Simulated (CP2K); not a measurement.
# PBE0-D2/DZVP-MOLOPT-PBE0-GTH (core potential, admm type ADMMS, ngrids 4) run of SiO (SMILES O=[Si])

Aim: the energy change on altering one bond length of SiO at PBE0-D2/DZVP-MOLOPT-PBE0-GTH (core potential, admm type ADMMS, ngrids 4), from 2 runs. 

The calculation is run with CP2K 2026.2.

7 further runs of the same task are left out: 1 that didn't finish, 6 set aside as unsound or not needed. Runs told in other sessions of the task aren't counted.

### 1 The molecule

SiO has 2 atoms, charge 0, and is taken as a singlet. As SMILES, `O=[Si]`. The coordinates come from a PBE0-D4/def2-TZVP relaxation.

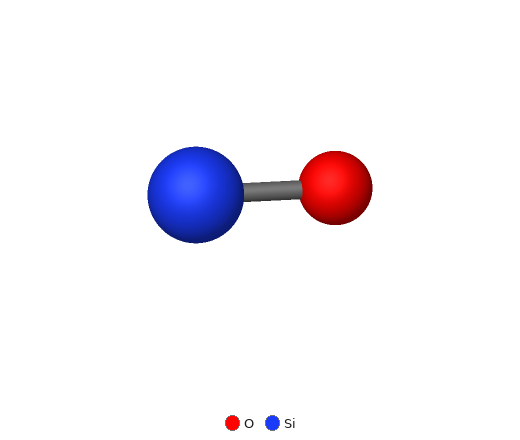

The structure, seen from a chosen angle (oxygen red, silicon blue).

### 2 Energy and one-electron properties at PBE0-D2/DZVP-MOLOPT-PBE0-GTH (core potential, admm type ADMMS, ngrids 4)

The input, calc.inp:

```
&GLOBAL
 PROJECT calc
 RUN_TYPE ENERGY_FORCE
 PRINT_LEVEL MEDIUM
&END GLOBAL

&FORCE_EVAL
 METHOD Quickstep
 &DFT
  BASIS_SET_FILE_NAME BASIS_MOLOPT_UZH
  BASIS_SET_FILE_NAME BASIS_ADMM
  POTENTIAL_FILE_NAME POTENTIAL_UZH
  &QS
   METHOD GAPW
   EPS_DEFAULT 1.0E-10
  &END QS
  &MGRID
   CUTOFF 280
   REL_CUTOFF 50
   NGRIDS 4
  &END MGRID
  &POISSON
   PERIODIC NONE
   POISSON_SOLVER WAVELET
  &END POISSON
  &SCF
   SCF_GUESS ATOMIC
   EPS_SCF 1.0E-06
   MAX_SCF 30
   &OT
    MINIMIZER DIIS
    PRECONDITIONER FULL_ALL
   &END OT
   &OUTER_SCF
    EPS_SCF 1.0E-06
    MAX_SCF 8
   &END OUTER_SCF
  &END SCF
  &XC
   &XC_FUNCTIONAL
    &PBE
     SCALE_X 0.75
     SCALE_C 1.0
    &END PBE
   &END XC_FUNCTIONAL
   &HF
    FRACTION 0.25
    &SCREENING
     EPS_SCHWARZ 1.0E-09
    &END SCREENING
    &MEMORY
     MAX_MEMORY 1050
    &END MEMORY
   &END HF
   &VDW_POTENTIAL
    POTENTIAL_TYPE PAIR_POTENTIAL
    &PAIR_POTENTIAL
     TYPE DFTD2
     REFERENCE_FUNCTIONAL PBE0
     R_CUTOFF 15
    &END PAIR_POTENTIAL
   &END VDW_POTENTIAL
  &END XC
  &AUXILIARY_DENSITY_MATRIX_METHOD
   ADMM_TYPE ADMMS
   EXCH_CORRECTION_FUNC NONE
  &END AUXILIARY_DENSITY_MATRIX_METHOD
  &PRINT
   &MOMENTS
    PERIODIC F
    REFERENCE COM
    MAX_MOMENT 1
   &END MOMENTS
   &MO_CUBES
    NLUMO 5
    NHOMO -1
    WRITE_CUBE F
   &END MO_CUBES
   &LOWDIN ON
   &END LOWDIN
   &HIRSHFELD OFF
   &END HIRSHFELD
   &E_DENSITY_CUBE
    STRIDE 2 2 2
   &END E_DENSITY_CUBE
   &ELF_CUBE
    STRIDE 2 2 2
   &END ELF_CUBE
   &V_HARTREE_CUBE
    STRIDE 2 2 2
   &END V_HARTREE_CUBE
   &OVERLAP_CONDITION ON
   &END OVERLAP_CONDITION
   &KINETIC_ENERGY ON
   &END KINETIC_ENERGY
  &END PRINT
 &END DFT
 &SUBSYS
  &CELL
   ABC 8.3 8.3 8.3
   PERIODIC NONE
  &END CELL
  &COORD
   UNIT bohr
   O     -1.2107475     0.4374716    -0.6122713
   Si     1.2107475    -0.4374716     0.6122713
  &END COORD
  &TOPOLOGY
   &CENTER_COORDINATES
   &END CENTER_COORDINATES
  &END TOPOLOGY
  &KIND O
   BASIS_SET ORB DZVP-MOLOPT-PBE0-GTH-q6
   BASIS_SET AUX_FIT cFIT3
   POTENTIAL GTH-PBE0-q6
  &END KIND
  &KIND Si
   BASIS_SET ORB DZVP-MOLOPT-PBE0-GTH-q4
   BASIS_SET AUX_FIT cFIT3
   POTENTIAL GTH-PBE0-q4
  &END KIND
 &END SUBSYS
 &PRINT
  &FORCES ON
  &END FORCES
 &END PRINT
&END FORCE_EVAL
```

Launch:

```
$ OMP_NUM_THREADS=1 cp2k.psmp -i calc.inp > calc.out 2>&1
```

Output:

```text
CP2K| version string:                                       CP2K version 2026.2
[...]
 GLOBAL| Method name                                                        CP2K
[...]
 GLOBAL| Run type                                                   ENERGY_FORCE
[...]
 DFT| Spin restricted Kohn-Sham (RKS) calculation                            RKS
 DFT| Multiplicity                                                             1
[...]
 DFT| Charge                                                                   0
[...]
 FUNCTIONAL| PBE:
[...]
 QS| Method:                                                                GAPW
[...]
 QS| Density cutoff [a.u.]:                                                140.0
[...]
 QS| Relative density cutoff [a.u.]:                                        25.0
[...]
                             - Atoms:                                          2
[...]
                             - Spherical basis functions:                     26
[...]
 Number of electrons:                                                         10
[...]
     1 OT DIIS     0.15E+00    1.0     0.30399003       -19.2123393667 -1.92E+01
[...]
    25 OT DIIS     0.15E+00    0.7     0.00000070       -19.9183741432 -2.19E-11
  *** SCF run converged in    25 steps ***
[...]
  Overlap energy of the core charge distribution:               0.00000018695735
  Self energy of the core charge distribution:                -51.28348788886441
  Core Hamiltonian energy:                                     13.86935281430673
  Hartree energy:                                              18.02114473993320
  Exchange-correlation energy:                                 -3.47944688290055
  Hartree-Fock Exchange energy:                                -1.05389781555139
  Dispersion energy:                                           -0.00000195830653
[...]
                     Mulliken Population Analysis
 #  Atom  Element  Kind  Atomic population                           Net charge
       1     O        1          6.604292                             -0.604292
       2     Si       2          3.395708                              0.604292
 # Total charge                             10.000000                  0.000000
[...]
  Dipole moment [Debye]
    X=  0.3117507E+01 Y= -0.1126292E+01 Z=  0.1576312E+01  Total=      3.6704415
[...]
 HOMO - LUMO gap [eV] :    6.751524
 *** WARNING in qs_scf_post_gpw.F:1989 :: ELF not implemented for GAPW ***
 *** calculations!                                                     ***
 ENERGY| Total FORCE_EVAL ( QS ) energy [hartree]            -19.918374143214361
 FORCES| Atomic forces [hartree/bohr]
 FORCES|   Atom     x               y               z               |f|
 FORCES|      1 -2.71596728E-03  1.03211874E-03 -1.44185365E-03   3.24356121E-03
 FORCES|      2  2.77648230E-03 -1.01650241E-03  1.41949489E-03   3.27980134E-03
 FORCES| Sum     6.05150197E-05  1.56163255E-05 -2.23587634E-05
 FORCES| Total atomic force                                       6.63765887E-05
[...]
```

Run time: 20 s. Hardware: 1 thread of Arm Neoverse V1, shared host; peak memory 0.45 GiB.

Atomic charges (e):

```
atom  Mulliken  Löwdin
  O1    -0.604  -0.471
 Si2    +0.604  +0.471
```

### 3 The distorted shape

The input, molecule.inp:

```
&GLOBAL
  PROJECT_NAME molecule
  RUN_TYPE ENERGY_FORCE
  PRINT_LEVEL MEDIUM
&END GLOBAL
&FORCE_EVAL
  METHOD QUICKSTEP
  &DFT
    BASIS_SET_FILE_NAME BASIS_MOLOPT_UZH
    BASIS_SET_FILE_NAME BASIS_ADMM
    POTENTIAL_FILE_NAME POTENTIAL_UZH
    CHARGE 0
    MULTIPLICITY 1
    &QS
      METHOD GAPW
      EPS_DEFAULT 1.0E-10
    &END QS
    &MGRID
      CUTOFF 280
      REL_CUTOFF 50
      NGRIDS 4
    &END MGRID
    &POISSON
      PERIODIC NONE
      POISSON_SOLVER WAVELET
    &END POISSON
    &SCF
      SCF_GUESS ATOMIC
      EPS_SCF 1.0E-06
      MAX_SCF 30
      &OT ON
        MINIMIZER DIIS
        PRECONDITIONER FULL_ALL
      &END OT
      &OUTER_SCF
        EPS_SCF 1.0E-06
        MAX_SCF 8
      &END OUTER_SCF
    &END SCF
    &XC
      &XC_FUNCTIONAL
        &PBE
          SCALE_X 0.75
          SCALE_C 1.0
        &END PBE
      &END XC_FUNCTIONAL
      &HF
        FRACTION 0.25
        &SCREENING
          EPS_SCHWARZ 1.0E-09
          SCREEN_ON_INITIAL_P F
        &END SCREENING
        &INTERACTION_POTENTIAL
          POTENTIAL_TYPE COULOMB
        &END INTERACTION_POTENTIAL
        &MEMORY
          MAX_MEMORY 1050
        &END MEMORY
      &END HF
      &VDW_POTENTIAL
        POTENTIAL_TYPE PAIR_POTENTIAL
        &PAIR_POTENTIAL
          TYPE DFTD2
          REFERENCE_FUNCTIONAL PBE0
          R_CUTOFF 15
        &END PAIR_POTENTIAL
      &END VDW_POTENTIAL
    &END XC
    &AUXILIARY_DENSITY_MATRIX_METHOD
      ADMM_TYPE ADMMS
      EXCH_CORRECTION_FUNC NONE
    &END AUXILIARY_DENSITY_MATRIX_METHOD
    &PRINT
      &MOMENTS
        PERIODIC F
        REFERENCE COM
        MAX_MOMENT 1
      &END MOMENTS
      &MO_CUBES
        NLUMO 5
        NHOMO -1
        WRITE_CUBE F
      &END MO_CUBES
      &LOWDIN ON
      &END LOWDIN
      &HIRSHFELD OFF
      &END HIRSHFELD
      &E_DENSITY_CUBE
        STRIDE 2 2 2
      &END E_DENSITY_CUBE
      &ELF_CUBE
        STRIDE 2 2 2
      &END ELF_CUBE
      &V_HARTREE_CUBE
        STRIDE 2 2 2
      &END V_HARTREE_CUBE
      &OVERLAP_CONDITION ON
      &END OVERLAP_CONDITION
      &KINETIC_ENERGY ON
      &END KINETIC_ENERGY
    &END PRINT
  &END DFT
  &SUBSYS
    &CELL
      ABC [angstrom] 8.4 8.4 8.4
      PERIODIC NONE
    &END CELL
    &COORD
      UNIT bohr
      O     -1.4528970     0.5249659    -0.7347255
      Si     1.2107475    -0.4374716     0.6122713
    &END COORD
    &TOPOLOGY
      &CENTER_COORDINATES
      &END CENTER_COORDINATES
    &END TOPOLOGY
    &KIND O
      BASIS_SET ORB DZVP-MOLOPT-PBE0-GTH-q6
      BASIS_SET AUX_FIT cFIT3
      POTENTIAL GTH-PBE0-q6
    &END KIND
    &KIND Si
      BASIS_SET ORB DZVP-MOLOPT-PBE0-GTH-q4
      BASIS_SET AUX_FIT cFIT3
      POTENTIAL GTH-PBE0-q4
    &END KIND
  &END SUBSYS
  &PRINT
    &FORCES ON
    &END FORCES
  &END PRINT
&END FORCE_EVAL
```

Launch:

```
$ OMP_NUM_THREADS=1 cp2k.psmp -i molecule.inp > molecule.out 2>&1
```

Output (excerpt; [...] marks lines left out):

```text
CP2K| version string:                                       CP2K version 2026.2
[...]
 GLOBAL| Method name                                                        CP2K
[...]
 GLOBAL| Run type                                                   ENERGY_FORCE
[...]
 DFT| Spin restricted Kohn-Sham (RKS) calculation                            RKS
 DFT| Multiplicity                                                             1
[...]
 DFT| Charge                                                                   0
[...]
 FUNCTIONAL| PBE:
[...]
 QS| Method:                                                                GAPW
[...]
 QS| Density cutoff [a.u.]:                                                140.0
[...]
 QS| Relative density cutoff [a.u.]:                                        25.0
[...]
                             - Atoms:                                          2
[...]
                             - Spherical basis functions:                     26
[...]
 Number of electrons:                                                         10
[...]
     1 OT DIIS     0.15E+00    1.0     0.29216085       -19.3092868951 -1.93E+01
[...]
    27 OT DIIS     0.15E+00    0.7     0.00000068       -19.9009113378 -1.90E-11
  *** SCF run converged in    27 steps ***
[...]
  Overlap energy of the core charge distribution:               0.00000000580994
  Self energy of the core charge distribution:                -51.28348788886441
  Core Hamiltonian energy:                                     13.56343697352883
  Hartree energy:                                              18.25008380945012
  Exchange-correlation energy:                                 -3.42446209563792
  Hartree-Fock Exchange energy:                                -1.03074962407622
  Dispersion energy:                                           -0.00000296504868
[...]
                     Mulliken Population Analysis
 #  Atom  Element  Kind  Atomic population                           Net charge
       1     O        1          6.658876                             -0.658876
       2     Si       2          3.341124                              0.658876
 # Total charge                             10.000000                  0.000000
[...]
  Dipole moment [Debye]
    X=  0.3607469E+01 Y= -0.1303310E+01 Z=  0.1824067E+01  Total=      4.2473129
[...]
 HOMO - LUMO gap [eV] :    6.274718
[...]
 ENERGY| Total FORCE_EVAL ( QS ) energy [hartree]            -19.900911337832824
[...]
```

It took 21 s on 1 thread of Arm Neoverse V1, shared host; peak memory 0.45 GiB.

Atomic charges (e):

| atom | Mulliken | Löwdin |
| --- | --- | --- |
| O1 | -0.659 | -0.544 |
| Si2 | +0.659 | +0.544 |

### 4 Results

At PBE0-D2/DZVP-MOLOPT-PBE0-GTH (core potential, admm type ADMMS, ngrids 4):

| quantity | value |
| --- | --- |
| first shape: total energy | -19.91837 Eh |
| first shape: dipole moment | 3.67 D |
| first shape: HOMO energy | -8.65 eV |
| first shape: LUMO energy | -1.89 eV |
| first shape: HOMO–LUMO gap | 6.75 eV |
| first shape: dispersion energy | -0.01 kJ/mol |
| first shape: largest force on an atom | 0.169 eV/Å |
| distorted shape: total energy | -19.90091 Eh |
| distorted shape: dipole moment | 4.25 D |
| distorted shape: HOMO energy | -8.65 eV |
| distorted shape: LUMO energy | -2.38 eV |
| distorted shape: HOMO–LUMO gap | 6.27 eV |
| distorted shape: dispersion energy | -0.01 kJ/mol |
| distorted shape: largest force on an atom | 5.642 eV/Å |
| energy change with the O1–Si2 bond stretched from 1.509 to 1.660 Å | 0.475 eV |

**Reading.** With the O1–Si2 bond stretched from 1.509 to 1.660 Å the energy rises by 0.48 eV (11.0 kcal/mol). The first shape isn't relaxed at this level, so the change isn't measured from a minimum.
